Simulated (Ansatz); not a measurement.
Electronic density of states of amorphous Si₄₀Ge₈, density 2.71 g/cm³, on a 2×2×2 Γ-centred mesh with a Gaussian width of 0.1 eV; energies count from the Fermi level. Cell and mesh are small, so fine structure isn't converged. All values below come from PBE, scalar-relativistic without spin-orbit coupling (plane waves to 420 eV, PAW; Ansatz, a first-principles code). Sampling: a 2×2×2 Γ-centred mesh; Fermi-Dirac width 0.05 eV; no spin polarisation. The levels at the Fermi energy are partly filled. A closed spacing in one fast-quenched cell at PBE doesn't show the material to be a metal.

It comes from a melt-quench run on a machine-learned potential (CHGNet), relaxed afterwards by DFT. It is a model cell: composition and starting density were chosen by hand, and all elements were melted together. No dispersion term was used. Its density started from a set value of 2.73 and ended at 2.71 g/cm³. The quench (nominally 220 K/ps over its main leg) was far faster than any real one, so the model tends to hold more defects than a real film. Values belong to this one cell and scatter from quench to quench. The volume was free in the relaxation, at fixed shape. Stress components on the final sampling reach 3.6 GPa. On a 2×2×2 Γ-centred mesh force components of up to 0.29 eV/Å stay, since the relaxation ran on one k-point at (1/4, 1/4, 1/4).

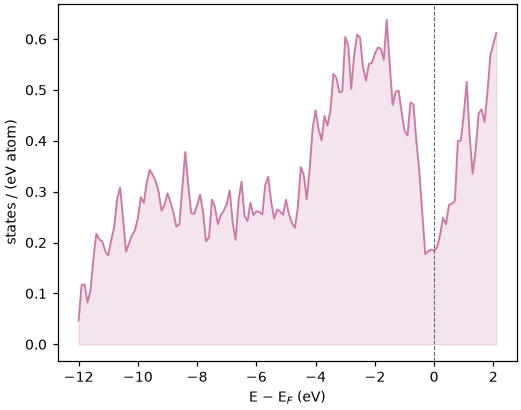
Figure: Density of states per atom
